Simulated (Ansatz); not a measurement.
# HF/def2-TZVPPD run of HCl (hydrogen chloride)

What is the electronic atomisation energy of HCl (hydrogen chloride) at HF/def2-TZVPPD? 

The results are computed with Ansatz 0.2.0.

15 further runs of the same task are left out: 15 set aside as unsound or not needed.

### 1 The structure to begin with

The species is HCl (2 atoms), meant as a singlet with charge 0. As SMILES, `Cl`. Geometry: relaxed at PBE0-D4/def2-TZVP.

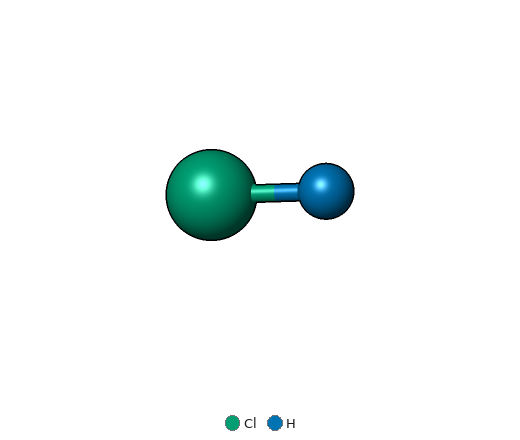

The structure, seen from a chosen angle (chlorine teal, hydrogen blue).

### 2 A single-point energy at HF/def2-TZVPPD

Contents of job.yaml:

```yaml
crystal:
  periodic: [false, false, false]
  atoms:
    - symbol: Cl
      position_ang: [0.546000, -0.178500, 0.280800]
    - symbol: H
      position_ang: [-0.546000, 0.178500, -0.280800]
basis:
  gaussian: {orbitals: def2-TZVPPD.json}
hamiltonian: {xc: hf}
output: {orbitals: {seedname: orbitals}}
accuracy: high
```

The basis set def2-TZVPPD is read from a file made from the Basis Set Exchange's data (not shown).

On the command line:

```console
$ ansatz run job.yaml --threads 1 --pin off --max-ram 2610MiB --events-out events.jsonl --progress --plain --runs-dir runs
```

The program printed:

```text
Warning: RAYON_NUM_THREADS=1 ignored (pool sized by the plan → 1); use --threads N
Functional definition: HF
  name "HF"
  exchange = exact_x
  correlation = 0
849 factors; integrals over basis functions are off by at most 3.7e-9 eV
mean field evaluation 1: about -12519.5494 eV, gradient 1.1e1 eV
mean field evaluation 2: about -12519.5499 eV, gradient 1.1e1 eV
mean field evaluation 4: about -12519.9480 eV, gradient 1.2e0 eV
mean field evaluation 8: about -12519.9566 eV, gradient 2.4e-5 eV
mean field -12519.95662759 eV, -460.0999197327 hartree, gradient 2.0e-8 eV, S^2 0.000000; 0 other end points of the search recorded, 0 dependent functions left out
reference -12519.95662759 eV, -460.0999197327 hartree; 9, 9 occupied and 59, 59 virtual orbitals, 849 factors
Total energy: -12519.95662759 eV, -460.0999197327 hartree
```

Wall time 0.36 s (1 thread of Intel Xeon 6975P-C (Granite Rapids), shared host); peak memory 0.1 GiB.

### 3 The Cl atom at the same level

Contents of molecule.yaml:

```yaml
crystal:
  periodic: [false, false, false]
  atoms:
    - {symbol: Cl, position_ang: [0.000000, 0.000000, 0.000000]}
basis:
  gaussian: {orbitals: def2-TZVPPD.json}
magnetization: {spin_polarized: true, initial_magnetization: 1}
hamiltonian: {xc: hf}
accuracy: high
```

The basis set def2-TZVPPD is read from a file made from the Basis Set Exchange's data (not shown).

Run the same way, it converges to -459.47717 Eh (log not shown).

### 4 The H atom, same level

Contents of run.yaml:

```yaml
basis:
  gaussian: {orbitals: def2-TZVPPD.json}
crystal:
  periodic: [false, false, false]
  atoms:
    - {symbol: H, position_ang: [0.000000, 0.000000, 0.000000]}
total_charge: 0
magnetization: {spin_polarized: true, initial_magnetization: 1}
hamiltonian: {xc: hf}
accuracy: high
```

The basis set def2-TZVPPD is read from a file made from the Basis Set Exchange's data (not shown).

Run the same way, it converges to -0.49981 Eh (log not shown).

### 5 Results

At HF/def2-TZVPPD:

| quantity | value |
| --- | --- |
| molecule: total energy | -460.09992 Eh |
| molecule: HOMO energy | -12.98 eV |
| molecule: LUMO energy | 1.90 eV |
| molecule: HOMO–LUMO gap | 14.88 eV |
| Cl atom: total energy | -459.47717 Eh |
| Cl atom: ⟨S²⟩ | 0.760 |
| H atom: total energy | -0.49981 Eh |
| H atom: ⟨S²⟩ | 0.750 |
| electronic atomisation energy | 3.345 eV |

Taking the molecule apart into free atoms costs 3.35 eV (77 kcal/mol), before zero-point energy and without spin-orbit coupling. Hartree–Fock lacks the correlation of the bonding pairs, which as a rule makes this value much too low; in minimal bases other errors can mask that.
